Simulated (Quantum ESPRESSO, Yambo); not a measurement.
# BN (Qingsongite): G0W0 in Yambo against the bands, part 2 of 2

Aim: move the bands of a G0W0 run on BN (Qingsongite) over a wide range.

Yambo 5.3.0; PBE and many-body steps on it, plane waves. Known limits of the many-body steps: not at the basis limit; coarse k mesh.

So far. Step 4 (39 bands): Against the run before, the gap moves by +0.045 eV.

### Step 5. 68 bands

Level of this step: G0W0 on PBE, plane waves, norm-conserving pseudopotentials (Yambo).

gw4.in reads:

```
HF_and_locXC
gw0
dyson
ppa
em1d
rim_cut
RandQpts= 1000000
RandGvec= 1 RL
EXXRLvcs= 72 Ry
VXCRLvcs= 288 Ry
Chimod= "HARTREE"
% BndsRnXp
 1 | 68 |
%
NGsBlkXp= 15.5 Ry
% LongDrXp
 1 | 1 | 1 |
%
% GbndRnge
 1 | 68 |
%
DysSolver= "n"
ExtendOut
PPAPntXp= 27.21138 eV
% QPkrange
 1 | 1 | 3 | 6 |
 13 | 13 | 3 | 6 |
%
```

Launch:

```
$ OMP_NUM_THREADS=1 mpirun -n 8 yambo -F gw4.in -J gw4 -C gw4 > gw4.log
```

The program printed:

```text
 Yambo, version 5.3.0

 [02] CORE Variables Setup
 =========================

  [... cell, symmetries and grids as in the set-up ...]

  [02.05] Energies & Occupations
  ==============================

  [X] === General ===
  [X] Electronic Temperature                        :  0.000000  0.000000 [eV K]
  [X] Bosonic    Temperature                        :  0.000000  0.000000 [eV K]
  [X] Finite Temperature mode                       : no
  [X] El. density                                   :  0.67737E+24 [cm-3]
[...]
QP @ state[ 1 ] b range                          :   3   6
   QP @ state[ 2 ] K range                          :  13  13
   QP @ state[ 2 ] b range                          :   3   6
   GF energies kind                                 : Perdew, Burke & Ernzerhof(X)+Perdew, Burke & Ernzerhof(C)
   GF WF`s kind                                     : Perdew, Burke & Ernzerhof(X)+Perdew, Burke & Ernzerhof(C)
   Xs energies kind                                 : Perdew, Burke & Ernzerhof(X)+Perdew, Burke & Ernzerhof(C)
   Xs WF`s kind                                     : Perdew, Burke & Ernzerhof(X)+Perdew, Burke & Ernzerhof(C)

 [11] Game Over & Game summary
```

Run time: 16 s. Hardware: 8 MPI ranks of Arm Neoverse V1, shared host; peak memory 2.2 GiB.

This step gave:

- G0W0 gap on the points computed: 5.973 eV
- starting gap on the mesh: 4.535 eV
- k of the valence top: 0, 0, 0
- k of the conduction bottom: 0, -0.5, -0.5
- least direct G0W0 gap on the computed points: 10.89 eV

Against the run before, the gap moves by +0.058 eV.

### Step 6. 103 bands

gw5.in, as its differences from gw4.in of step 5:

```diff
@@ -12,3 +12,3 @@
 % BndsRnXp
- 1 | 68 |
+ 1 | 103 |
 %
@@ -19,3 +19,3 @@
 % GbndRnge
- 1 | 68 |
+ 1 | 103 |
 %
```

Launch:

```
$ OMP_NUM_THREADS=1 mpirun -n 8 yambo -F gw5.in -J gw5 -C gw5 > gw5.log
```

The program printed:

```text
 Yambo, version 5.3.0

 [02] CORE Variables Setup
 =========================

  [... cell, symmetries and grids as in the set-up ...]

  [02.05] Energies & Occupations
  ==============================

  [X] === General ===
  [X] Electronic Temperature                        :  0.000000  0.000000 [eV K]
  [X] Bosonic    Temperature                        :  0.000000  0.000000 [eV K]
  [X] Finite Temperature mode                       : no
  [X] El. density                                   :  0.67737E+24 [cm-3]
[...]
QP @ state[ 1 ] b range                          :   3   6
   QP @ state[ 2 ] K range                          :  13  13
   QP @ state[ 2 ] b range                          :   3   6
   GF energies kind                                 : Perdew, Burke & Ernzerhof(X)+Perdew, Burke & Ernzerhof(C)
   GF WF`s kind                                     : Perdew, Burke & Ernzerhof(X)+Perdew, Burke & Ernzerhof(C)
   Xs energies kind                                 : Perdew, Burke & Ernzerhof(X)+Perdew, Burke & Ernzerhof(C)
   Xs WF`s kind                                     : Perdew, Burke & Ernzerhof(X)+Perdew, Burke & Ernzerhof(C)

 [11] Game Over & Game summary
```

Elapsed: 22 s, on 8 MPI ranks; peak memory 2.4 GiB; 2.8 min of CPU time.

This step gave:

```
G0W0 gap on the points computed              : 6.002 eV
starting gap on the mesh                     : 4.535 eV
k of the valence top                         : 0, 0, 0
k of the conduction bottom                   : 0, -0.5, -0.5
least direct G0W0 gap on the computed points : 10.91 eV
```

Against the run before, the gap moves by +0.029 eV.

### Step 7. 143 bands

gw6.in, as its differences from gw5.in of step 6:

```diff
@@ -12,3 +12,3 @@
 % BndsRnXp
- 1 | 103 |
+ 1 | 143 |
 %
@@ -19,3 +19,3 @@
 % GbndRnge
- 1 | 103 |
+ 1 | 143 |
 %
```

Launch:

```
$ OMP_NUM_THREADS=1 mpirun -n 8 yambo -F gw6.in -J gw6 -C gw6 > gw6.log
```

The program printed:

```text
 Yambo, version 5.3.0

 [02] CORE Variables Setup
 =========================

  [... cell, symmetries and grids as in the set-up ...]

  [02.05] Energies & Occupations
  ==============================

  [X] === General ===
  [X] Electronic Temperature                        :  0.000000  0.000000 [eV K]
  [X] Bosonic    Temperature                        :  0.000000  0.000000 [eV K]
  [X] Finite Temperature mode                       : no
  [X] El. density                                   :  0.67737E+24 [cm-3]
[...]
QP @ state[ 1 ] b range                          :   3   6
   QP @ state[ 2 ] K range                          :  13  13
   QP @ state[ 2 ] b range                          :   3   6
   GF energies kind                                 : Perdew, Burke & Ernzerhof(X)+Perdew, Burke & Ernzerhof(C)
   GF WF`s kind                                     : Perdew, Burke & Ernzerhof(X)+Perdew, Burke & Ernzerhof(C)
   Xs energies kind                                 : Perdew, Burke & Ernzerhof(X)+Perdew, Burke & Ernzerhof(C)
   Xs WF`s kind                                     : Perdew, Burke & Ernzerhof(X)+Perdew, Burke & Ernzerhof(C)

 [11] Game Over & Game summary
```

The job ended after 28 s (8 MPI ranks; peak memory 2.5 GiB).

Numbers from this step:

```yaml
g0w0_gap_on_the_points_computed: 6.017 eV
starting_gap_on_the_mesh: 4.535 eV
k_of_the_valence_top: 0, 0, 0
k_of_the_conduction_bottom: 0, -0.5, -0.5
least_direct_g0w0_gap_on_the_computed_points: 10.92 eV
```

Against the run before, the gap moves by +0.015 eV.

### Step 8. Side by side

Times are wall times on 8 MPI ranks of Arm Neoverse V1, shared host, good to a factor of about two.

| run | mesh | bands | screening cutoff (eV) | DFT gap (eV) | gap on the mesh (eV) | direct (eV) | time |
| --- | --- | --- | --- | --- | --- | --- | --- |
| 12 bands | 6×6×6 | 12 | 210.9 | 4.535 | 5.940 | 11.094 | 6.4 s |
| 21 bands | 6×6×6 | 21 | 210.9 | 4.535 | 5.870 | 10.916 | 7.7 s |
| 39 bands | 6×6×6 | 39 | 210.9 | 4.535 | 5.915 | 10.874 | 11 s |
| 68 bands | 6×6×6 | 68 | 210.9 | 4.535 | 5.973 | 10.893 | 16 s |
| 103 bands | 6×6×6 | 103 | 210.9 | 4.535 | 6.002 | 10.909 | 22 s |
| 143 bands | 6×6×6 | 143 | 210.9 | 4.535 | 6.017 | 10.918 | 28 s |

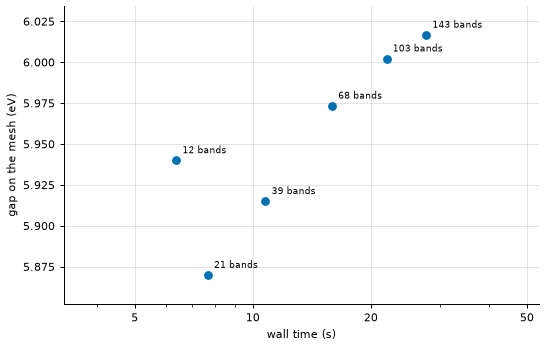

Result against wall time.

### Step 9. Results

- 12 bands: 5.940 eV
- 21 bands: 5.870 eV
- 39 bands: 5.915 eV
- 68 bands: 5.973 eV
- 103 bands: 6.002 eV
- 143 bands: 6.017 eV
- known limits: not at the basis limit; coarse k mesh

The setting moved: bands. From 12 bands to 143 bands the gap moves by +0.08 eV, for 4.3 times the time, not steadily: it passes through 5.87 eV. The last step still moves it by +0.015 eV. Bands and screening cutoff are coupled, so a series along one setting does not show full convergence. Bands and cutoff are finite, so the gap is not at the basis limit. The miss can reach some tenths of an eV and take either sign; the mesh is an error of its own. In the G0W0 runs levels were corrected at 2 k points alone, so a gap called «on the mesh» is the least over those, and an edge elsewhere would be missed. The 6×6×6 mesh is coarse for this cell, which bears on the long-range parts of exchange and screening.

[Paths, hosts, dates, memory and timing lines, banners, echoed tables and standing remarks are left out of the program output.]

[Logs are printed without paths, hosts, clocks, repeated set-up lines and the standing remarks that a program may print on its own settings, such as how far it seeks lower states.]

[Runs of the session that timed out or met a known fault of the program may be left out.]

[Hosts, paths, dates, database ids (printed as entryN), source tags and the programs' standing remarks are cut or masked in the printed files.]
